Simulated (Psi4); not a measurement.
# Property calculation, with input and output: SiH3O2

SiH3O2, multiplicity 2, computed with TPSS0/6-31+G**, UKS (Psi4 1.11).

The geometry comes from this level: PBE0-D4/def2-TZVP.

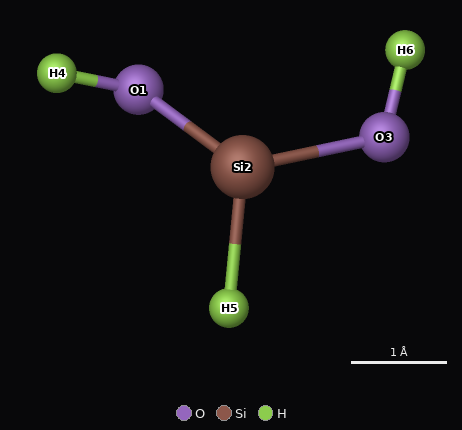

Figure 1. The structure (ball-and-stick view, seen at a tilt; atoms are numbered from 1 in the order of the input). Bond lengths as drawn: H–O 0.96 Å, H–Si 1.50 Å and O–Si 1.64 to 1.65 Å.

The input (h3o2si.inp)
```
memory 1.6 GB

molecule {
  0 2
  O
  Si 1 R2
  O 2 R3 1 A3
  H 1 R4 2 A4 3 D4
  H 2 R5 3 A5 1 D5
  H 3 R6 2 A6 5 D6

  R2 = 1.65214
  R3 = 1.640607
  A3 = 107.54168
  R4 = 0.958474
  A4 = 117.10386
  D4 = -159.04364
  R5 = 1.496266
  A5 = 104.15155
  D5 = 119.06133
  R6 = 0.959144
  A6 = 117.23095
  D6 = 167.64483
  no_reorient
  no_com
}

set globals {
  basis     6-31+G**
  reference uks
  scf_type  mem_df
}

e, wfn = energy('tpss0', return_wfn=True)
oeprop(wfn, 'LOWDIN_CHARGES', 'DIPOLE', 'MULLIKEN_CHARGES', title='TPSS0')
```

Command:
```bash
psi4 -n 1 h3o2si.inp h3o2si.out
```

Log
```
Psi4 1.11 release

   => Loading Basis Set <=

    Name: 6-31+G**
    Role: ORBITAL
    Keyword: BASIS

         ---------------------------------------------------------
                                   SCF
                              UKS Reference
                        1 Threads,   1525 MiB Core
         ---------------------------------------------------------

  ==> Geometry <==

    Molecular point group: c1
    Full point group: C1

    Geometry (in Angstrom), charge = 0, multiplicity = 2:

       Center              X                  Y                   Z               Mass
    ------------   -----------------  -----------------  -----------------  -----------------
         O            0.005175477876     0.409938924975    -1.335166242186    15.994914619570
         SI           0.005175477876     0.409938924975     0.316973757814    27.976926534650
         O            0.005175477876    -1.154376484663     0.811451894458    15.994914619570
         H            0.310334106028     1.206717723882    -1.771851673534     1.007825032230
         H           -1.263019856611     0.971156626235     0.878691861611     1.007825032230
         H            0.644738827399    -1.742894065758     0.405788251246     1.007825032230

  Running in c1 symmetry.

  Rotational constants: A =      0.87262  B =      0.26057  C =      0.20933 [cm^-1]
  Rotational constants: A =  26160.58727  B =   7811.62813  C =   6275.43647 [MHz]
  Nuclear repulsion =  111.609008447001202

  Charge       = 0
  Multiplicity = 2
  Electrons    = 33
  Nalpha       = 17
  Nbeta        = 16

  ==> Algorithm <==

  SCF Algorithm Type is MEM_DF.
  DIIS enabled.
  MOM disabled.
  Fractional occupation disabled.
  Guess Type is SAD.
  Energy threshold   = 1.00e-06
  Density threshold  = 1.00e-06
  Integral threshold = 1.00e-12

  ==> Primary Basis <==

  Basis Set: 6-31+G**
    Blend: 6-31+G**
    Number of shells: 35
    Number of basis functions: 76
    Number of Cartesian functions: 76
    Spherical Harmonics?: false
    Max angular momentum: 2

  ==> DFT Potential <==

   => LibXC <=

    Version 7.1.2

   => Composite Functional: TPSSH <=

    TPSSh Hyb-GGA Exchange-Correlation Functional

    Deriv               =              1
    GGA                 =           TRUE
    Meta                =           TRUE

    Exchange Hybrid     =           TRUE
    MP2 Hybrid          =          FALSE

   => Exchange Functionals <=

    0.9000   Tao, Perdew, Staroverov & Scuseria

   => Exact (HF) Exchange <=

    0.1000               HF

   => Correlation Functionals <=

    1.0000   Tao, Perdew, Staroverov & Scuseria

   => LibXC Density Thresholds  <==

    XC_HYB_MGGA_XC_TPSSH:  1.00E-15

   => Molecular Quadrature <=

    Radial Scheme          =       TREUTLER
    Pruning Scheme         =           NONE
    Nuclear Scheme         =       TREUTLER

    Blocking Scheme        =         OCTREE
    BS radius alpha        =              1
    Pruning alpha          =              1
    Radial Points          =             75
    Spherical Points       =            302
    Total Points           =         131869
    Total Blocks           =           1051
    Max Points             =            256
    Max Functions          =             76
    Weights Tolerance      =       1.00E-15

   => Loading Basis Set <=

    Name: (6-31+G** AUX)
    Role: JKFIT
    Keyword: DF_BASIS_SCF

  ==> Integral Setup <==

  DFHelper Memory: AOs need 0.021 GiB; user supplied 0.494 GiB.
  SCF_SUBTYPE=INCORE selected. In-core MEM_DF algorithm will be used.
  Using in-core AOs.

  ==> MemDFJK: Density-Fitted J/K Matrices <==

    J tasked:                   Yes
    K tasked:                   Yes
    wK tasked:                   No
    Memory [MiB]:               505
    Algorithm:                 Core
    Schwarz Cutoff:           1E-12
    Mask sparsity (%):       0.2078
    Fitting Condition:        1E-10

   => Auxiliary Basis Set <=

  Basis Set: (6-31+G** AUX)
    Blend: HEAVY-AUG-CC-PVDZ-JKFIT
    Number of shells: 123
    Number of basis functions: 427
    Number of Cartesian functions: 427
    Spherical Harmonics?: false
    Max angular momentum: 3

  Cached 100.0% of DFT collocation blocks in 0.624 [GiB].

  Minimum eigenvalue in the overlap matrix is 1.3846672025E-03.
  Reciprocal condition number of the overlap matrix is 1.7787896997E-04.
    Using symmetric orthogonalization.

  ==> Pre-Iterations <==

  SCF Guess: Superposition of Atomic Densities via on-the-fly atomic UHF (no occupation information).

   -------------------------
    Irrep   Nso     Nmo
   -------------------------
     A         76      76
   -------------------------
    Total      76      76
   -------------------------

  ==> Iterations <==

                           Total Energy        Delta E     RMS |[F,P]|

   @DF-UKS iter SAD:  -441.26982347599102   -4.41270e+02   0.00000e+00
   @DF-UKS iter   1:  -441.41929542437225   -1.49472e-01   1.28286e-02 ADIIS/DIIS
   @DF-UKS iter   2:  -440.15723516425624    1.26206e+00   2.53630e-02 ADIIS/DIIS
   @DF-UKS iter   3:  -441.77492324820815   -1.61769e+00   1.30078e-03 ADIIS/DIIS
   @DF-UKS iter   4:  -441.77872745175233   -3.80420e-03   6.49867e-04 ADIIS/DIIS
   @DF-UKS iter   5:  -441.77967951962790   -9.52068e-04   3.34654e-04 ADIIS/DIIS
   @DF-UKS iter   6:  -441.77992177284131   -2.42253e-04   7.48078e-05 DIIS
   @DF-UKS iter   7:  -441.77993623247608   -1.44596e-05   9.76471e-06 DIIS
   @DF-UKS iter   8:  -441.77993661672292   -3.84247e-07   2.44458e-06 DIIS
   @DF-UKS iter   9:  -441.77993664422826   -2.75053e-08   6.50331e-07 DIIS
  Energy and wave function converged.

  ==> Post-Iterations <==

   Electrons on quadrature grid:
      Nalpha   =   16.9999989971 ; deviation = -1.003e-06
      Nbeta    =   15.9999986117 ; deviation = -1.388e-06
      Ntotal   =   32.9999976088 ; deviation = -2.391e-06

   @Spin Contamination Metric:   2.049843709E-03
   @S^2 Expected:                7.500000000E-01
   @S^2 Observed:                7.520498437E-01
   @S   Expected:                5.000000000E-01
   @S   Observed:                5.000000000E-01

    Orbital Energies [Eh]
    ---------------------

    Alpha Occupied:

       1A    -66.042083     2A    -19.101113     3A    -19.097466
       4A     -5.258157     5A     -3.607939     6A     -3.606790
       7A     -3.604109     8A     -1.011124     9A     -0.991761
      10A     -0.567035    11A     -0.510617    12A     -0.419560
      13A     -0.386563    14A     -0.357815    15A     -0.334985
      16A     -0.323385    17A     -0.193392

    Alpha Virtual:

      18A     -0.013201    19A     -0.010618    20A      0.023944
      21A      0.041437    22A      0.073583    23A      0.081089
      24A      0.113035    25A      0.130194    26A      0.155304
      27A      0.171013    28A      0.180384    29A      0.197169
      30A      0.204469    31A      0.239887    32A      0.258710
      33A      0.290565    34A      0.325336    35A      0.352792
      36A      0.369949    37A      0.418997    38A      0.426652
      39A      0.604136    40A      0.609889    41A      0.683816
      42A      0.775929    43A      0.941112    44A      0.957410
      45A      0.985428    46A      1.131865    47A      1.143157
      48A      1.164235    49A      1.165821    50A      1.196799
      51A      1.255466    52A      1.287646    53A      1.456290
      54A      1.476980    55A      1.583743    56A      1.593102
      57A      1.689893    58A      1.746621    59A      1.859628
      60A      1.954628    61A      2.183825    62A      2.216275
      63A      2.376141    64A      2.392280    65A      2.487704
      66A      2.617507    67A      2.639189    68A      2.659386
      69A      2.680481    70A      2.776497    71A      2.800479
      72A      3.028709    73A      3.430388    74A      3.435100
      75A      4.089756    76A      4.150841

    Beta Occupied:

       1A    -66.039583     2A    -19.098236     3A    -19.094842
       4A     -5.255032     5A     -3.604901     6A     -3.602697
       7A     -3.600183     8A     -1.005553     9A     -0.986283
      10A     -0.560977    11A     -0.508522    12A     -0.403048
      13A     -0.373440    14A     -0.346601    15A     -0.326919
      16A     -0.315673

    Beta Virtual:

      17A     -0.093919    18A     -0.004995    19A     -0.001331
      20A      0.034344    21A      0.054333    22A      0.090425
      23A      0.100936    24A      0.120059    25A      0.134822
      26A      0.163399    27A      0.174971    28A      0.182852
      29A      0.199773    30A      0.210575    31A      0.243412
      32A      0.265581    33A      0.294358    34A      0.329458
      35A      0.365978    36A      0.387706    37A      0.431521
      38A      0.437404    39A      0.624451    40A      0.631471
      41A      0.715167    42A      0.811302    43A      0.949815
      44A      0.962098    45A      0.987303    46A      1.141453
      47A      1.151649    48A      1.173259    49A      1.181301
      50A      1.212428    51A      1.260575    52A      1.303142
      53A      1.460529    54A      1.480657    55A      1.586999
      56A      1.597232    57A      1.695012    58A      1.754800
      59A      1.869917    60A      1.964214    61A      2.226313
      62A      2.258319    63A      2.380957    64A      2.399975
      65A      2.497147    66A      2.621441    67A      2.642222
      68A      2.664494    69A      2.688751    70A      2.794282
      71A      2.818379    72A      3.042674    73A      3.432999
      74A      3.438019    75A      4.094274    76A      4.155444

    Final Occupation by Irrep:
              A
    DOCC [    16 ]
    SOCC [     1 ]
    NA   [    17 ]
    NB   [    16 ]

  @DF-UKS Final Energy:  -441.77993664422826

   => Energetics <=

    Nuclear Repulsion Energy =            111.6090084470012016
    One-Electron Energy =                -832.0291810440814970
    Two-Electron Energy =                 314.1199284680970436
    DFT Exchange-Correlation Energy =     -35.4796925152449916
    Empirical Dispersion Energy =           0.0000000000000000
    VV10 Nonlocal Energy =                  0.0000000000000000
    Total Energy =                       -441.7799366442282576

  UHF NO Occupations:
  HONO-2 :   15  A 1.9998618
  HONO-1 :   16  A 1.9992485
  HONO-0 :   17  A 1.0000000
  LUNO+0 :   18  A 0.0007515
  LUNO+1 :   19  A 0.0001382
  LUNO+2 :   20  A 0.0000591
  LUNO+3 :   21  A 0.0000417

Computation Completed

Properties will be evaluated at   0.000000,   0.000000,   0.000000 [a0]

Properties computed using the SCF density matrix

 Multipole Moments:

 ------------------------------------------------------------------------------------
     Multipole            Electronic (a.u.)      Nuclear  (a.u.)        Total (a.u.)
 ------------------------------------------------------------------------------------

 L = 1.  Multiply by 2.5417464519 to convert [e a0] to [Debye]
 Dipole X            :          0.8709018           -0.2885283            0.5823735
 Dipole Y            :         -0.0256922            0.4131409            0.3874487
 Dipole Z            :          0.0466604           -0.4525020           -0.4058416
 Magnitude           :                                                    0.8086920

 ------------------------------------------------------------------------------------

	total time  =         14 seconds =       0.23 minutes

Properties will be evaluated at   0.000000,   0.000000,   0.000000 [a0]

Properties computed using the TPSS0 density matrix

 Multipole Moments:

 ------------------------------------------------------------------------------------
     Multipole            Electronic (a.u.)      Nuclear  (a.u.)        Total (a.u.)
 ------------------------------------------------------------------------------------

 L = 1.  Multiply by 2.5417464519 to convert [e a0] to [Debye]
 Dipole X            :          0.8709018           -0.2885283            0.5823735
 Dipole Y            :         -0.0256922            0.4131409            0.3874487
 Dipole Z            :          0.0466604           -0.4525020           -0.4058416
 Magnitude           :                                                    0.8086920

 ------------------------------------------------------------------------------------
  Mulliken Charges: (a.u.)
   Center  Symbol    Alpha    Beta     Spin     Total
       1     O     4.24682  4.31429 -0.06747 -0.56111
       2    SI     7.23689  6.25656  0.98033  0.50655
       3     O     4.26536  4.29218 -0.02683 -0.55754
       4     H     0.32076  0.31604  0.00472  0.36320
       5     H     0.61435  0.50311  0.11124 -0.11746
       6     H     0.31582  0.31781 -0.00199  0.36638

   Total alpha = 17.00000, Total beta = 16.00000, Total charge = -0.00000

  Lowdin Charges: (a.u.)
   Center  Symbol    Alpha    Beta     Spin     Total
       1     O     4.39462  4.29739  0.09723 -0.69202
       2    SI     6.96749  6.25372  0.71376  0.77879
       3     O     4.38106  4.29077  0.09029 -0.67183
       4     H     0.35290  0.35179  0.00112  0.29531
       5     H     0.55177  0.45427  0.09751 -0.00604
       6     H     0.35215  0.35206  0.00009  0.29578

  Total alpha = 17.00000, Total beta = 16.00000, Total charge = -0.00000

    Psi4 run time: 0:00:14.16
```

Results in brief

- outcome: converged
- total energy: −441.779937 hartree
- basis functions: 76
- ⟨S²⟩: 0.752
- dipole moment: 2.06 D
- hardware: 1 thread of Intel Xeon @ 2.90GHz (Ice Lake), 64 GiB of memory available, shared host
- wall time: 16 s
- peak memory: 0.86 GiB
